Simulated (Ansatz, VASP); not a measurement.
# NiO: VASP beside Ansatz

One calculation is typed for both programs; each brings its own data sets and cutoff. How far apart do they land?

Program: Ansatz 0.2.0. Level of theory: plane waves, with VASP 6.6.1 beside it; band structure at PBEsol, band structure at PBE and band structure at r2SCAN. Results are calculated unless marked as measured.

**1. Starting point**

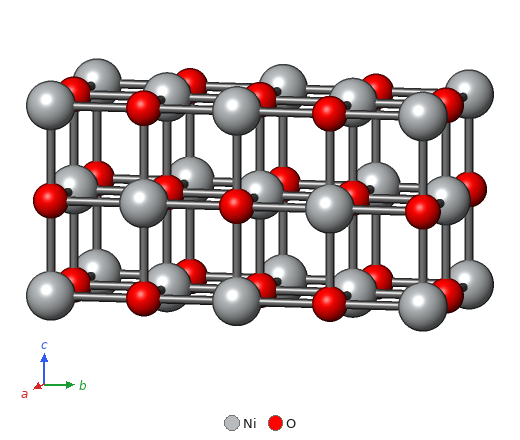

The starting structure, seen slightly off an axis (nickel light grey, oxygen red). 1×2×1 cells are drawn. This picture shows the conventional cell, with its axes. Some periodic images of atoms are drawn too.

**2. Ansatz: band structure, PBEsol**

Ansatz runs on its default PAW (the set named soft_2) files.

The same path points are solved in both programs, so levels can be compared one by one.

The input, input.yaml:

```yaml
crystal:
  lattice:
    - [0.0, 2.0859016414, 2.0859016414]
    - [2.0859016414, 0.0, 2.0859016414]
    - [2.0859016414, 2.0859016414, 0.0]
  atoms:
    - { symbol: Ni, position: [0.0, 0.0, 0.0], spin: 1.0 }
    - { symbol: O, position: [0.5, 0.5, 0.5] }
hamiltonian:
  xc: pbesol
  pseudopotentials: { kind: paw }
magnetization:
  spin_polarized: true
kpoints:
  mp_grid: { grid: [6, 6, 6] }
  band_path:
    path:
      - [0.0, 0.0, 0.0]
      - [0.16667, 0.0, 0.16667]
      - [0.33333, 0.0, 0.33333]
      - [0.5, 0.0, 0.5]
      - [0.5, 0.08333, 0.58333]
      - [0.5, 0.18333, 0.68333]
      - [0.5, 0.25, 0.75]
      - [0.45, 0.3, 0.75]
      - [0.40833, 0.34167, 0.75]
      - [0.35, 0.35, 0.7]
      - [0.225, 0.225, 0.45]
      - [0.075, 0.075, 0.15]
      - [0.03333, 0.03333, 0.03333]
      - [0.23333, 0.23333, 0.23333]
      - [0.4, 0.4, 0.4]
      - [0.51667, 0.46667, 0.51667]
      - [0.55833, 0.38333, 0.55833]
      - [0.60833, 0.28333, 0.60833]
      - [0.60833, 0.25, 0.64167]
      - [0.55833, 0.25, 0.69167]
      - [0.51667, 0.25, 0.73333]
      - [0.5, 0.3, 0.7]
      - [0.5, 0.38333, 0.61667]
      - [0.5, 0.48333, 0.51667]
      - [0.475, 0.475, 0.55]
      - [0.425, 0.425, 0.65]
      - [0.38333, 0.38333, 0.73333]
      - [0.59167, 0.18333, 0.59167]
      - [0.55, 0.1, 0.55]
      - [0.5, 0.0, 0.5]
    npoints: 1
scf:
  occupations: { method: gaussian, width: 0.02 }
  n_extra_bands: 9
output:
  forces: true
  stress: true
  eigenvalues: true
  write_density: true
  write_potential: true
  elf: true
  volumetric_format: npy
```

Started as:

```sh
$ ansatz run input.yaml --threads 2 --pin off --max-ram 4608MiB --backend cpu --events-out ev --progress --plain --runs-dir out
```

Numbers of over 12 decimals in the logs are rounded to 6 here.

The log of the run:

```text
scf.n_extra_bands = 9 over 12 filled bands (N_el = 24.0): the run solves 21 bands
Engine: ansatz 0.2.0, aarch64-unknown-linux-gnu
Pseudopotentials: kind: paw
Pseudopotential: Ni, paw, valence charge 18, recommended cutoff 420 eV (normal), Ni.paw.azcp
Pseudopotential: O, paw, valence charge 6, recommended cutoff 420 eV (normal), O.paw.azcp
Functional definition: PBEsol
  exchange = pbesol_x
  correlation = pbesol_c
Crystal: 2 atoms, lattice volume = 18.151 Å³
Basis set: ecut = 420 eV, 339 PW (Γ), exchange–correlation on 40×40×40 points (8 copies of the dense FFT grid, shifted against one another)
Bands: 21, of which v1, the nominal top of the filled ones, is band 12 counted from 1 (11 counted from 0)
Symmetry: 48 space group operations
Space group: Fm-3m (ITA 225), of the structure as read, at distance tolerance 2.6e-5 Å
Magnetic group: BNS 225.116 (UNI 1618), of the structure as read, at distance tolerance 2.6e-5 Å
k-points: 16 of 216
Non-local potential: Ni, projectors of the file, l = 0: 3, l = 1: 2, l = 2: 3, l = 3: 1
Non-local potential: O, projectors of the file, l = 0: 2, l = 1: 2, l = 2: 1
PAW form: soft (Blöchl's): semilocal exchange-correlation on the pseudo side does not see the compensation charge
PAW frozen core: Ni, regenerated for the run's functional, and the local potential with it (the file was generated under x = pbe(κ = 0.804, μ = 0.219515), c = pbe(β = 0.066725))
PAW frozen core: O, regenerated for the run's functional, and the local potential with it (the file was generated under x = pbe(κ = 0.804, μ = 0.219515), c = pbe(β = 0.066725))
PAW one-centre angular grid: Ni, 590 points (default); XC on 64 Gauss nodes
PAW one-centre angular grid: O, 110 points (default); XC on 64 Gauss nodes
Initial density: superposition of atomic densities (chi_scale 0.1, normalization cell, long waves kept (reshape's long-wave potential 0.00 eV rms))
Starting moments: Σ|m| = 1 μB on 1 of 2 sites
Initial wavefunctions: pseudopotential atomic-orbital guess
Functional: x = pbesol(κ = 0.804, μ = 0.123457), c = pbesol(β = 0.046)
SCF iter   1: F=—  HF=-6363.371831 eV  |F-HF|=—  |Δ(HF+E_count)|=         —  Δρ=2.28e-1 (↑7.19e-2 ↓2.28e-1)  dr2=8.93e0  dr2_m=1.96e0  M=0.000 μB ∫|m|=0.050 μB  β_m=0.30  ethr=3.10e-3  ⟨swp⟩=5.2  Hψ=2803  notcnv=0
Mixer restart at iter 1: flushing history
preconditioner: auto → none  [insulator: Δε(μ)=0.118 eV  Ē_g=21.585 eV  σ=0.020 eV  W_gap=1.00  n_scr=8 (ndim 8)  ℏωp=34.9 eV  f_vac=0.000  D(μ)=0.00/eV (n_scr^D=0)  ε∞_Penn≈3.6]
SCF iter   2: F=—  HF=-6364.372240 eV  |F-HF|=—  |Δ(HF+E_count)|=    1.00e0  Δρ=7.49e-2 (↑7.49e-2 ↓6.20e-2)  dr2=1.59e0  dr2_m=7.25e-2  M=0.556 μB ∫|m|=0.556 μB  β_m=0.27  ethr=3.10e-3  ⟨swp⟩=3.2  Hψ=1679  notcnv=0  defer=98
SCF iter   3: F=—  HF=-6363.768567 eV  |F-HF|=—  |Δ(HF+E_count)|=   6.04e-1  Δρ=7.88e-2 (↑5.50e-2 ↓7.88e-2)  dr2=2.05e-1  dr2_m=6.45e-1  M=0.111 μB ∫|m|=0.124 μB  β_m=0.49  ethr=3.10e-3  ⟨swp⟩=2.8  Hψ=1397  notcnv=0  defer=98
SCF iter   4: F=—  HF=-6364.148083 eV  |F-HF|=—  |Δ(HF+E_count)|=   3.80e-1  Δρ=7.03e-2 (↑2.20e-2 ↓7.03e-2)  dr2=8.52e-1  dr2_m=1.96e-1  M=0.000 μB ∫|m|=0.021 μB  β_m=0.63  ethr=8.54e-4  ⟨swp⟩=2.5  Hψ=1198  notcnv=0  defer=98
SCF iter   5: F=—  HF=-6364.251390 eV  |F-HF|=—  |Δ(HF+E_count)|=   1.03e-1  Δρ=1.77e-2 (↑4.25e-3 ↓1.77e-2)  dr2=3.42e-2  dr2_m=1.71e-2  M=0.000 μB ∫|m|=0.008 μB  β_m=0.59  ethr=8.54e-4  ⟨swp⟩=2.8  Hψ=1069  notcnv=0  defer=98
SCF iter   6: F=—  HF=-6364.257285 eV  |F-HF|=—  |Δ(HF+E_count)|=   5.90e-3  Δρ=5.78e-3 (↑4.12e-3 ↓5.78e-3)  dr2=1.09e-3  dr2_m=3.94e-3  M=0.000 μB ∫|m|=0.004 μB  β_m=0.68  ethr=1.43e-4  ⟨swp⟩=2.0  Hψ=1112  notcnv=0  defer=98
SCF iter   7: F=—  HF=-6364.258598 eV  |F-HF|=—  |Δ(HF+E_count)|=   1.31e-3  Δρ=3.07e-3 (↑1.98e-3 ↓3.07e-3)  dr2=1.65e-4  dr2_m=1.05e-3  M=0.000 μB ∫|m|=0.002 μB  β_m=0.70  ethr=4.55e-6  ⟨swp⟩=2.1  Hψ=910  notcnv=0  defer=98
SCF iter   8: F=—  HF=-6364.258579 eV  |F-HF|=—  |Δ(HF+E_count)|=   1.87e-5  Δρ=8.26e-4 (↑8.26e-4 ↓7.92e-4)  dr2=4.23e-6  dr2_m=1.08e-4  M=0.000 μB ∫|m|=0.001 μB  β_m=0.85  ethr=6.86e-7  ⟨swp⟩=2.2  Hψ=901  notcnv=0  defer=98
SCF iter   9: F=—  HF=-6364.258575 eV  |F-HF|=—  |Δ(HF+E_count)|=   4.97e-6  Δρ=3.69e-4 (↑3.69e-4 ↓3.11e-4)  dr2=8.75e-7  dr2_m=1.91e-5  M=0.000 μB ∫|m|=0.000 μB  β_m=0.93  ethr=1.76e-8  ⟨swp⟩=2.2  Hψ=921  notcnv=0  defer=98
[...]
SCF 1 converged in 13 iterations: F = -6364.258584 eV  dr2 = 1.87e-12
  greatest PAW one-centre occupation: 1.002 electrons in one spin orbital (limit 2), on the Ni atom at site 0 (counted from 0), in its partial waves of l = 1
Initial density: read from a saved state, or passed on in memory by an earlier SCF of this step, an earlier step, the calling program or the single point that the run made first
Starting moments: Σ|m| = 1 μB on 1 of 2 sites; this step starts from the density that it was given
Initial wavefunctions: those read from a saved state, or passed on in memory by an earlier step or the calling program
iter 1 solved again at ethr=1.00e-12 eV; its pass at ethr=4.17e-6 eV (dr2=1.87e-12 eV) is discarded
SCF iter   1: F=—  HF=-6364.258584 eV  |F-HF|=—  |Δ(HF+E_count)|=         —  Δρ=6.69e-8 (↑5.51e-8 ↓6.69e-8)  dr2=1.87e-12  dr2_m=6.06e-14  M=0.000 μB ∫|m|=0.000 μB  ethr=1.00e-12  ⟨swp⟩=1.0  Hψ=3656  notcnv=0
preconditioner: auto → none  [insulator: Δε(μ)=0.144 eV  Ē_g=21.412 eV  σ=0.020 eV  W_gap=1.00  n_scr=8 (ndim 8)  ℏωp=34.9 eV  f_vac=0.000  D(μ)=0.00/eV (n_scr^D=0)  ε∞_Penn≈3.7]
SCF iter   2: F=—  HF=-6364.812119 eV  |F-HF|=—  |Δ(HF+E_count)|=   5.54e-1  Δρ=1.34e-1 (↑5.25e-2 ↓1.34e-1)  dr2=4.10e0  dr2_m=5.34e-1  M=1.239 μB ∫|m|=1.241 μB  ethr=4.17e-6  ⟨swp⟩=1.6  Hψ=4302  notcnv=0
SCF iter   3: F=—  HF=-6364.280970 eV  |F-HF|=—  |Δ(HF+E_count)|=   5.31e-1  Δρ=9.72e-3 (↑4.85e-3 ↓9.72e-3)  dr2=2.58e-2  dr2_m=2.19e-3  M=1.704 μB ∫|m|=1.709 μB  ethr=4.53e-6  ⟨swp⟩=1.5  Hψ=2528  notcnv=0
SCF iter   4: F=—  HF=-6364.272176 eV  |F-HF|=—  |Δ(HF+E_count)|=   8.79e-3  Δρ=1.94e-4 (↑1.43e-4 ↓1.94e-4)  dr2=7.90e-6  dr2_m=1.58e-6  M=1.704 μB ∫|m|=1.712 μB  ethr=4.17e-6  ⟨swp⟩=1.0  Hψ=2076  notcnv=0
SCF iter   5: F=-6364.272175 eV  HF=-6364.272175 eV  |F-HF|=2.02e-8  |Δ(HF+E_count)|=   9.71e-7  Δρ=1.09e-5 (↑1.09e-5 ↓3.48e-6)  dr2=1.21e-8  dr2_m=3.98e-9  M=1.704 μB ∫|m|=1.713 μB  ethr=4.17e-10  ⟨swp⟩=2.1  Hψ=1839  notcnv=0
this SCF's setup event announced max_iter 8: a cap that the engine derives, which gives way to 187 iterations because this look along open shells stands lower than the state that it set out from. From here on the SCF can send more iterations than it announced.
SCF iter   6: F=-6364.272175 eV  HF=-6364.272175 eV  |F-HF|=2.06e-8  |Δ(HF+E_count)|=  6.28e-11  Δρ=1.10e-5 (↑1.10e-5 ↓3.51e-6)  dr2=1.23e-8  dr2_m=4.02e-9  M=1.704 μB ∫|m|=1.713 μB  ethr=5.06e-11  ⟨swp⟩=1.4  Hψ=2209  notcnv=0
SCF 2 converged in 6 iterations: F = -6364.272175 eV  dr2 = 1.23e-8
iter 1 solved again at ethr=5.15e-11 eV; its pass at ethr=3.10e-3 eV (dr2=1.24e-8 eV) is discarded
SCF iter   1: F=—  HF=-6364.272175 eV  |F-HF|=—  |Δ(HF+E_count)|=         —  Δρ=1.10e-5 (↑1.10e-5 ↓3.51e-6)  dr2=1.23e-8  dr2_m=4.02e-9  M=1.704 μB ∫|m|=1.713 μB  β_m=0.30  ethr=5.15e-11  ⟨swp⟩=2.1  Hψ=3062  notcnv=0
preconditioner: auto → none  [insulator: Δε(μ)=0.234 eV  Ē_g=21.536 eV  σ=0.020 eV  W_gap=0.75  n_scr=8 (ndim 8)  ℏωp=34.9 eV  f_vac=0.000  D(μ)=1.28/eV (n_scr^D=14)  ε∞_Penn≈3.6]
SCF iter   2: F=-6364.272175 eV  HF=-6364.272175 eV  |F-HF|=5.66e-9  |Δ(HF+E_count)|=   2.99e-9  Δρ=8.97e-6 (↑2.85e-6 ↓8.97e-6)  dr2=9.91e-9  dr2_m=4.66e-9  M=1.704 μB ∫|m|=1.713 μB  ethr=5.13e-11  ⟨swp⟩=7.3  Hψ=3308  notcnv=0
SCF 3 converged in 2 iterations: F = -6364.272175 eV  dr2 = 9.91e-9
NSCF: frozen V_eff on 30 k-points
SCF converged after 2 iterations
Magnetization: 1.7037 μB (12.8519 up, 11.1481 down)
Absolute magnetization: 1.7121 μB (∫|ρ↑−ρ↓|, with the PAW one-centre terms)
Spin contamination: 0.0055 ħ² per cell (⟨S²⟩ above its minimum at these occupations)
Per-site moments (μB) at R_I (Å): [(1.363158, 0.860434), (0.288332, 0.860434)]
Free energy (F): -6364.272175 eV
Harris-Foulkes:  -6364.272175 eV  (|F-HF|=5.66e-9)
Internal energy: -6364.271920 eV  (E = F + TS)
E sigma→0 (E₀):  -6364.272047 eV
Entropy (-TS):   -0.000256 eV (-0.128 meV/atom)
Fermi energy:    14.433941 eV
--- Per-component energies (eV) ---
  E_band       = -326.774107
  E_kinetic    = 451.544480
  E_local      = -3990.913632  (includes V_loc(G=0)·N_el)
  E_nonlocal   = 693.761737
  E_hartree    = 1641.779100
  E_xc         = -154.570334
  E_vxc        = -199.229111  (∫ρ·V_xc dr)
  E_paw        = -1751.310021  (= ΣΔE_a)
  E_vpaw       = -565.504555  (= ΣTr[D̂ρ^β])
  E_aug_tail   = 0.003084  (compensation charges beyond the density's cutoff)
  E_ewald      = -3254.798910
  E_core_change = 0.232577  (= ΣΔE_core)
  E_smearing   = -0.000256  (= −TS)
  E_closure    = 0.000000  (closes the sum)
  Σ components = -6364.272175   (vs F -6364.272175, Δ=0.00e0)
--- Forces (eV/Å), atoms counted from 1 ---
  atom   1  Ni    -0.00000000     0.00000000    -0.00000000
  atom   2  O      0.00000000     0.00000000     0.00000000
  max |Σ_I F_I| component: 8.35e-30 eV/Å
--- Stress (GPa, compression-positive) ---
       -4.912947       0.000000       0.000000
        0.000000      -4.912947      -0.000000
       -0.000000      -0.000000      -4.912947
  P = ⅓ Tr σ = -4.9129 GPa (-49.129 kbar)
--- Band table (eV; the first three rows and the last of 32) ---
  k-point 0 ↑: bands = [... 8 lower, 11.3380, 11.3380, 11.7468, 11.7468, 11.7468, 15.7447, 31.8692, 33.0383, ... 5 higher]
  k-point 1 ↑: bands = [... 8 lower, 11.8790, 11.8790, 12.2059, 12.9270, 12.9270, 17.3282, 28.1893, 31.8520, ... 5 higher]
  k-point 2 ↑: bands = [... 8 lower, 12.2711, 12.2711, 12.6774, 14.1997, 14.1997, 19.3084, 25.0101, 29.2994, ... 5 higher]
  k-point 15 ↓: bands = [... 8 lower, 12.8438, 13.6555, 13.7621, 14.4436, 15.0584, 22.3823, 25.0540, 25.6102, ... 5 higher]
```

It took 4 s on 2 threads of Arm Neoverse V1, shared host; peak memory 0.29 GiB; 7.3 s of CPU time.

The column dr2 measures how far the density is from self-consistency, as an energy; F and HF (Harris–Foulkes) agree once it is small.

[end of part 1 of 3]

[Lines on the potential files, build, host, timing and source positions are cut from VASP's logs without a mark.]

[Logs are printed without paths, hosts, clocks, repeated set-up lines and the standing remarks that a program may print on its own settings, such as how far it seeks lower states.]

[Hosts, paths, dates, database ids (printed as entryN), source tags and the programs' standing remarks are cut or masked in the printed files.]
